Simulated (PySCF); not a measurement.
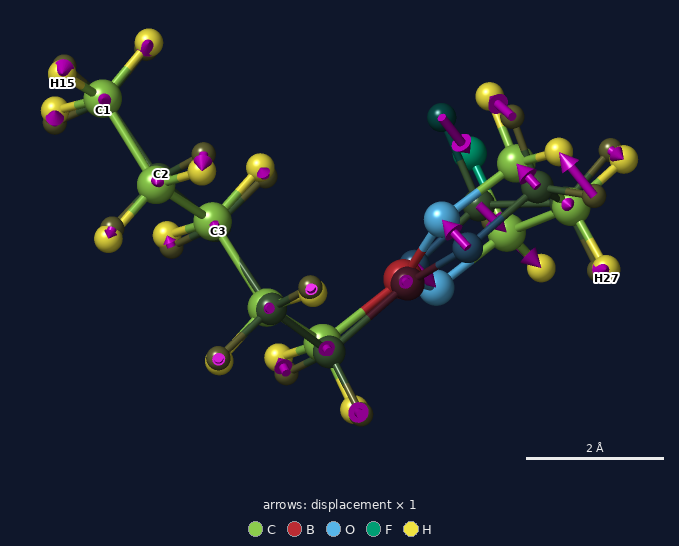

A relaxation of C₈H₁₆BFO₂. The starting structure is drawn faded, the final one solid; purple arrows show the displacements, at their true length. The two geometries are superimposed by the best rigid fit.

A ball-and-stick model, seen at a tilt.

The start comes from GFN2-xTB. Its atoms were then displaced at random by about 0.01 Å.

These are results of PBE0-D3(BJ)/def2-SVP geometry optimisation, gas phase in PySCF 2.14.0, density-fitted response routines, not measurements. 

What did the optimiser do to the structure, and how much energy did it gain?

Over 19 geometry steps the energy falls by 0.200 eV. An H atom moves most after the best rigid fit: 0.99 Å. By element the largest moves are H 0.99 Å, F 0.91 Å, O 0.59 Å, C 0.58 Å, B 0.21 Å. Some distances before and after: B–C 1.604 → 1.570 Å, C–H 1.074 → 1.100 Å, C–C 1.496 → 1.520 Å, C–C 1.546 → 1.523 Å. Bond angles that change, for instance: C–C–H 105.3° → 109.0°, C–C–B 111.6° → 115.2°, B–C–H 109.5° → 106.1°. Groups turn about B–C by about 30°.
